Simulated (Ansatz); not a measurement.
# CH₅Al₂N: geometry relaxation (part 1 of 2)

- system: CH₅Al₂N
- method: RKS B3LYP/def2-SVP (Ansatz 0.2.0)

It belongs to a series of runs on one base structure; here: end point B relaxed. Figures and captions count atoms from 1; the log counts them from 0 in places.

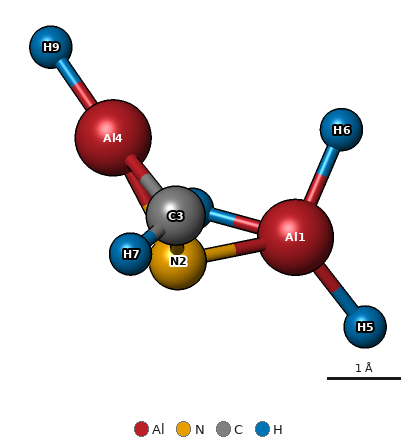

Fig. 1: The input geometry (ball-and-stick view, seen at a tilt; atoms are numbered from 1 in the order of the input). Sticks mark near contacts. Bond lengths as drawn: Al–C 1.84 Å, Al–H 1.54 to 1.67 Å, Al–N 1.88 to 1.93 Å, C–H 1.12 Å and C–N 1.44 Å.

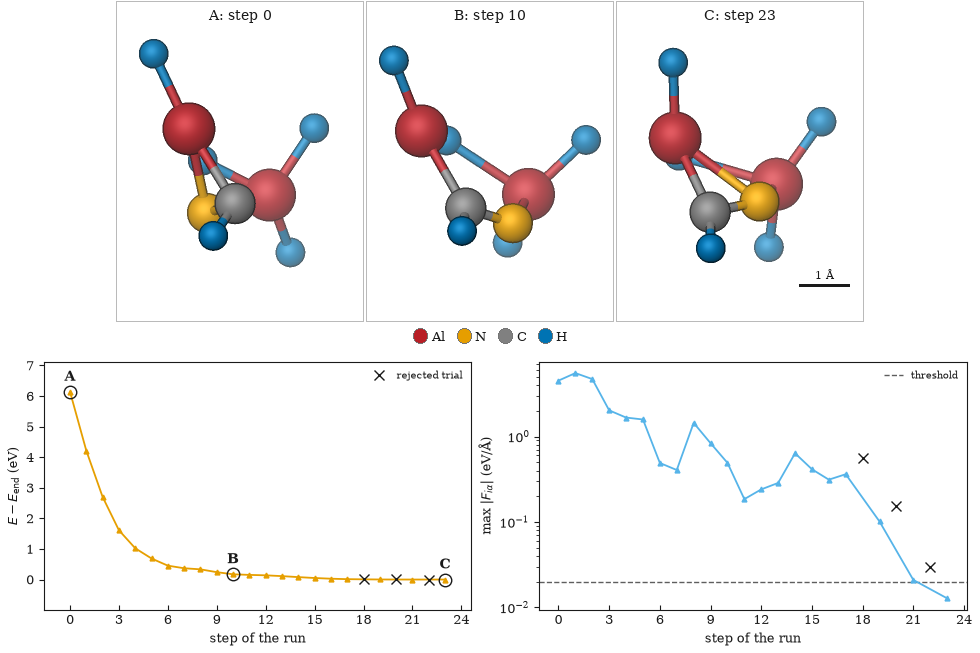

Fig. 2: Frames of the relaxation (ball-and-stick view, seen at a tilt) above the curves, on which the letters mark them (the first geometry is step 0 here and step 1 in the log).

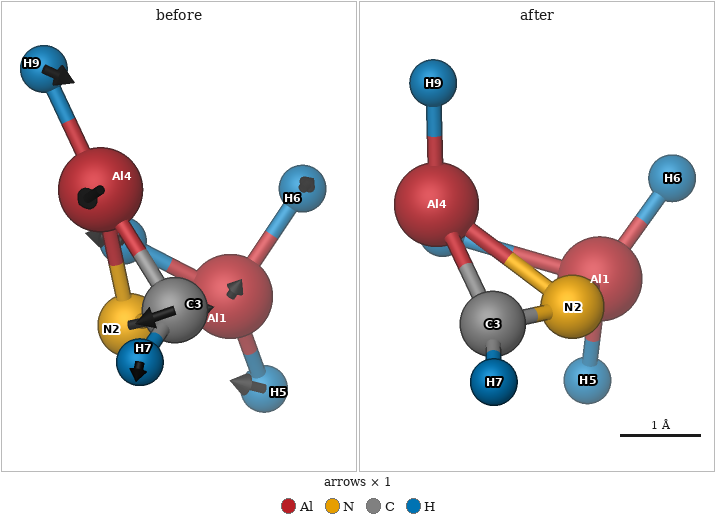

Fig. 3: Before (left) and after (right) the relaxation, at one scale (ball-and-stick view, seen at a tilt). The black arrows give the displacements, at true length. Over 23 geometry steps the energy falls by 6.139 eV. Largest force component: 4.5 eV/Å at the start, 0.013 eV/Å at the end. The line search rejected the trial steps at points 18, 20, 22 (counted from 0) and went back. N2 moves most after the best rigid fit: 1.22 Å. By element the largest moves are N 1.22 Å, Al 0.60 Å, C 0.53 Å, H 0.52 Å. Among the contacts that change: Al1–H8 1.540 → 2.051 Å, Al4–H8 2.039 → 1.641 Å, N2–Al4 1.926 → 2.143 Å, N2–C3 1.444 → 1.273 Å. Bonds break: Al1–H8 (1.54 → 2.05 Å). Among the angles that change: Al4–C3–H7 117.7° → 154.4°, C3–Al4–H9 162.9° → 128.4°, H5–Al1–H8 131.3° → 97.0°. (Atoms are counted from 1 in the order of the input.)

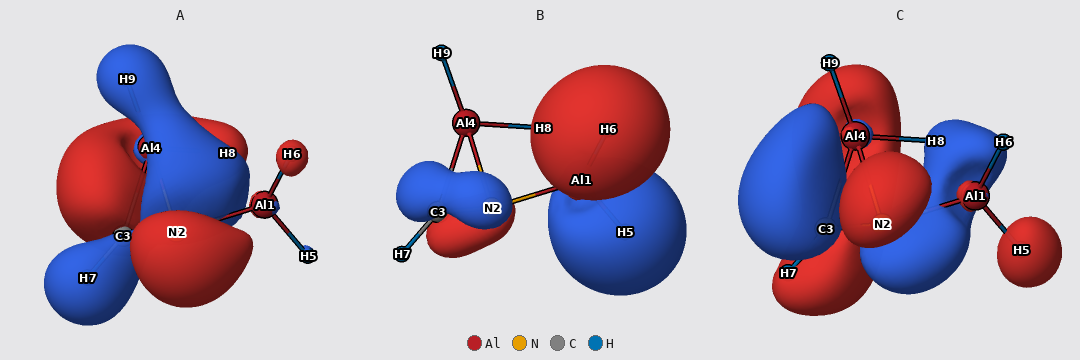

Fig. 4: Three frontier orbitals at ±0.08 Å⁻³ᐟ² (red and blue are the two phases). B is the HOMO−1 (−8.22 eV). By Hirshfeld shares it lies mainly on Al1 (30 %), H6 (30 %) and H5 (30 %). A is the HOMO (−6.24 eV). It lies mainly on N2 (35 %), Al4 (25 %) and C3 (20 %). C is the LUMO (−1.83 eV). It lies mainly on C3 (35 %), N2 (25 %), Al4 (25 %) and Al1 (10 %). The HOMO–LUMO gap is 4.41 eV between the orbital energies.

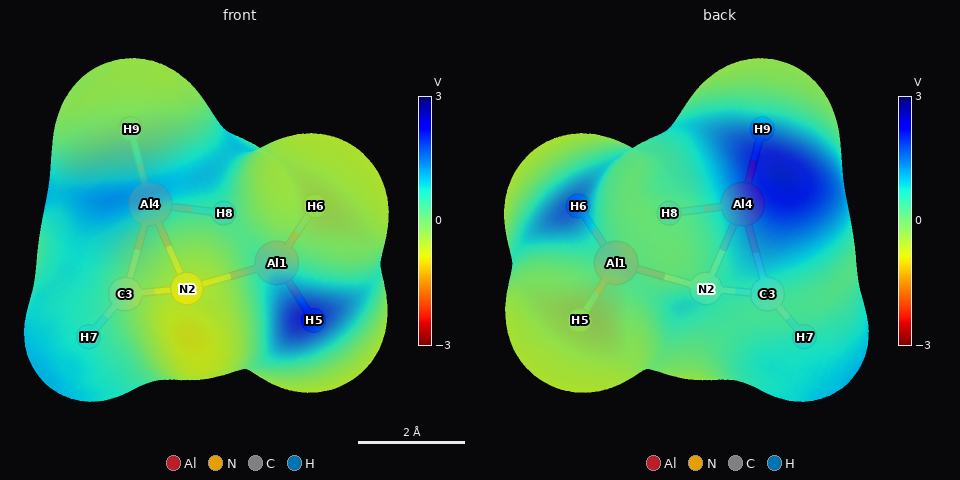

Fig. 5: The electrostatic potential painted on the density surface at 0.002 e/bohr³, seen face on and from behind; red is negative and blue positive. A positive charge is drawn to the negative regions and a negative charge to the positive ones.

The input that produced these results follows, with the program's output.

### Input
```yaml
crystal:
  periodic: [false, false, false]
  atoms:
    - { symbol: Al, position_ang: [-0.3809, 1.0757, -1.1767] }
    - { symbol: "N", position_ang: [-0.4382, -0.6923, -0.5346] }
    - { symbol: C, position_ang: [0.746, -1.0115, 0.2276] }
    - { symbol: Al, position_ang: [-0.6047, -0.5419, 1.3785] }
    - { symbol: H, position_ang: [-0.4418, 1.3778, -2.7806] }
    - { symbol: H, position_ang: [-0.0124, 2.3342, -0.2181] }
    - { symbol: H, position_ang: [1.0515, -2.0913, 0.1934] }
    - { symbol: H, position_ang: [-1.40565, 0.43113, -0.22485] }
    - { symbol: H, position_ang: [-1.4869, -0.2237, 2.763] }
basis:
  gaussian: { orbitals: def2-SVP }
hamiltonian:
  xc: b3lyp
relax:
  f_tol: 0.02
  max_steps: 50
output:
  orbitals: {}
```

Launched with:
```bash
ansatz run input.yaml --threads 2 --pin off --max-ram 3072MiB --backend cpu --events-out ev --progress --plain --runs-dir out
```

### What the program printed
```
The last accepted step is kept in [file] (removed where the run ends without a failure and the disk answers)
Engine: ansatz 0.2.0, x86_64-unknown-linux-gnu
Functional definition: B3LYP
  parameter a0 = 0.2
  parameter ax = 0.72
  parameter ac = 0.81
  exchange = (1 - a0 - ax)*slater_x + ax*b88_x + a0*exact_x
  correlation = (1 - ac)*vwn_rpa_c + ac*lyp_c
943 factors; integrals over basis functions are off by at most 5.1e-4 eV
mean field evaluation 1: about -15778.5267 eV, gradient 6.5e1 eV
mean field evaluation 2: about -15688.3120 eV, gradient 1.7e2 eV
mean field evaluation 4: about -15785.1254 eV, gradient 4.3e1 eV
mean field evaluation 8: about -15790.3479 eV, gradient 3.3e-1 eV
mean field evaluation 16: about -15790.3643 eV, gradient 1.5e-4 eV
mean field -15790.36425545 eV, -580.2851832943 hartree, gradient 2.4e-5 eV, S^2 0.000000; 0 other end points of the search recorded, 0 dependent functions left out
the calculation of the forces begins
reference -15790.36453283 eV, -580.2851934882 hartree; 22, 22 occupied and 67, 67 virtual orbitals, 943 factors
relax step   1: F+E_penalty+E_count = -15790.36425545 eV  Δ(F+E_penalty+E_count) = +0.000e0 eV  max|allowed force component| = 4.509e0 eV/Å  Δτ_max = 0.0000 Å  (31 SCF iters, accepted)
these checks for a lower state are left out or cut short: starts, cluster_reference, orbital_swaps, neighbouring_geometries, increment
943 factors; integrals over basis functions are off by at most 5.0e-4 eV
mean field -15792.29037822 eV, -580.3559670008 hartree, gradient 1.8e-5 eV, S^2 0.000000; 0 other end points of the search recorded, 0 dependent functions left out
[... from here on the field's lines of each further geometry are left out, up to the last ...]
relax step   2: F+E_penalty+E_count = -15792.29037822 eV  Δ(F+E_penalty+E_count) = -1.926e0 eV  max|allowed force component| = 5.526e0 eV/Å  Δτ_max = 0.1946 Å  (38 SCF iters, accepted)
relax step   3: F+E_penalty+E_count = -15793.80252291 eV  Δ(F+E_penalty+E_count) = -1.512e0 eV  max|allowed force component| = 4.699e0 eV/Å  Δτ_max = 0.1949 Å  (36 SCF iters, accepted)
relax step   4: F+E_penalty+E_count = -15794.89187237 eV  Δ(F+E_penalty+E_count) = -1.089e0 eV  max|allowed force component| = 2.024e0 eV/Å  Δτ_max = 0.1997 Å  (35 SCF iters, accepted)
relax step   5: F+E_penalty+E_count = -15795.47998895 eV  Δ(F+E_penalty+E_count) = -5.881e-1 eV  max|allowed force component| = 1.666e0 eV/Å  Δτ_max = 0.1999 Å  (34 SCF iters, accepted)
relax step   6: F+E_penalty+E_count = -15795.81465128 eV  Δ(F+E_penalty+E_count) = -3.347e-1 eV  max|allowed force component| = 1.582e0 eV/Å  Δτ_max = 0.2000 Å  (30 SCF iters, accepted)
relax step   7: F+E_penalty+E_count = -15796.04901662 eV  Δ(F+E_penalty+E_count) = -2.344e-1 eV  max|allowed force component| = 4.902e-1 eV/Å  Δτ_max = 0.2000 Å  (34 SCF iters, accepted)
relax step   8: F+E_penalty+E_count = -15796.13380748 eV  Δ(F+E_penalty+E_count) = -8.479e-2 eV  max|allowed force component| = 4.055e-1 eV/Å  Δτ_max = 0.2000 Å  (29 SCF iters, accepted)
relax step   9: F+E_penalty+E_count = -15796.16918810 eV  Δ(F+E_penalty+E_count) = -3.538e-2 eV  max|allowed force component| = 1.444e0 eV/Å  Δτ_max = 0.1362 Å  (29 SCF iters, accepted)
relax step  10: F+E_penalty+E_count = -15796.26173620 eV  Δ(F+E_penalty+E_count) = -9.255e-2 eV  max|allowed force component| = 8.353e-1 eV/Å  Δτ_max = 0.1996 Å  (29 SCF iters, accepted)
relax step  11: F+E_penalty+E_count = -15796.33133021 eV  Δ(F+E_penalty+E_count) = -6.959e-2 eV  max|allowed force component| = 4.920e-1 eV/Å  Δτ_max = 0.1921 Å  (30 SCF iters, accepted)
relax step  12: F+E_penalty+E_count = -15796.35077817 eV  Δ(F+E_penalty+E_count) = -1.945e-2 eV  max|allowed force component| = 1.851e-1 eV/Å  Δτ_max = 0.0860 Å  (29 SCF iters, accepted)
relax step  13: F+E_penalty+E_count = -15796.36483503 eV  Δ(F+E_penalty+E_count) = -1.406e-2 eV  max|allowed force component| = 2.406e-1 eV/Å  Δτ_max = 0.0702 Å  (30 SCF iters, accepted)
relax step  14: F+E_penalty+E_count = -15796.39094828 eV  Δ(F+E_penalty+E_count) = -2.611e-2 eV  max|allowed force component| = 2.864e-1 eV/Å  Δτ_max = 0.1999 Å  (29 SCF iters, accepted)
relax step  15: F+E_penalty+E_count = -15796.42327209 eV  Δ(F+E_penalty+E_count) = -3.232e-2 eV  max|allowed force component| = 6.366e-1 eV/Å  Δτ_max = 0.1996 Å  (28 SCF iters, accepted)
relax step  16: F+E_penalty+E_count = -15796.45247147 eV  Δ(F+E_penalty+E_count) = -2.920e-2 eV  max|allowed force component| = 4.140e-1 eV/Å  Δτ_max = 0.1956 Å  (28 SCF iters, accepted)
relax step  17: F+E_penalty+E_count = -15796.47548747 eV  Δ(F+E_penalty+E_count) = -2.302e-2 eV  max|allowed force component| = 3.127e-1 eV/Å  Δτ_max = 0.0887 Å  (29 SCF iters, accepted)
relax step  18: F+E_penalty+E_count = -15796.49033384 eV  Δ(F+E_penalty+E_count) = -1.485e-2 eV  max|allowed force component| = 3.621e-1 eV/Å  Δτ_max = 0.0772 Å  (29 SCF iters, accepted)
relax step  19: F+E_penalty+E_count = -15796.47695825 eV  Δ(F+E_penalty+E_count) = +1.338e-2 eV  max|allowed force component| = 5.568e-1 eV/Å  Δτ_max = 0.0880 Å  (29 SCF iters, rejected (line search))
relax step  20: F+E_penalty+E_count = -15796.50108288 eV  Δ(F+E_penalty+E_count) = -1.075e-2 eV  max|allowed force component| = 1.013e-1 eV/Å  Δτ_max = 0.0428 Å  (26 SCF iters, accepted)
relax step  21: F+E_penalty+E_count = -15796.49884256 eV  Δ(F+E_penalty+E_count) = +2.240e-3 eV  max|allowed force component| = 1.542e-1 eV/Å  Δτ_max = 0.0427 Å  (25 SCF iters, rejected (line search))
relax step  22: F+E_penalty+E_count = -15796.50286864 eV  Δ(F+E_penalty+E_count) = -1.786e-3 eV  max|allowed force component| = 2.098e-2 eV/Å  Δτ_max = 0.0207 Å  (27 SCF iters, accepted)
relax step  23: F+E_penalty+E_count = -15796.50285694 eV  Δ(F+E_penalty+E_count) = +1.170e-5 eV  max|allowed force component| = 2.945e-2 eV/Å  Δτ_max = 0.0128 Å  (24 SCF iters, rejected (line search))
the calculation of the forces begins
reference -15796.50324601 eV, -580.5107870362 hartree; 22, 22 occupied and 67, 67 virtual orbitals, 943 factors
```
